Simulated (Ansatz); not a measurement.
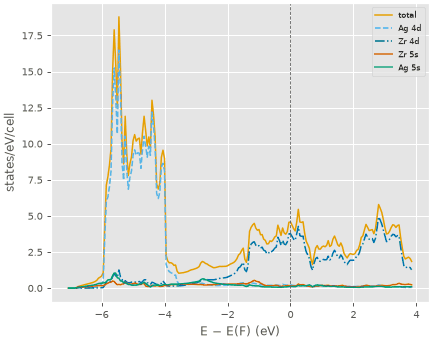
Fig. 1. Total and projected density of states of ZrAg in space group Cmcm (No. 63; Zr on 4c, Ag on 4c), plane-wave PAW PBE (Ansatz code)

Problem. Which orbitals carry the states next to the Fermi level?

Solution. Within 0.5 eV of the Fermi level: Zr 4d 80 %, outside the projected shells 7 %. Projections are on Löwdin-orthogonalised atomic valence shells; empty p or d shells of many metals are not among them.

Problem. Where is the tallest occupied peak in this window, and what makes it?

Solution. Near -5.4 eV, about 19 states/eV per cell; the largest projected share is Ag 4d.

The start of the workflow was typed in or built on a structure type; neither database checked (COD, Materials Project) lists it. COD files the formula under space group No. 129, so this cell is another polymorph or a model. Its standing as an ambient phase is unchecked. Symmetry was held in the PBE relaxation; its stability against distortions is not shown here. The run is not spin-polarised. Scalar-relativistic: spin–orbit coupling is off unless named, which matters more the heavier the elements.

Potentials: the earlier of the program's two PAW sets.
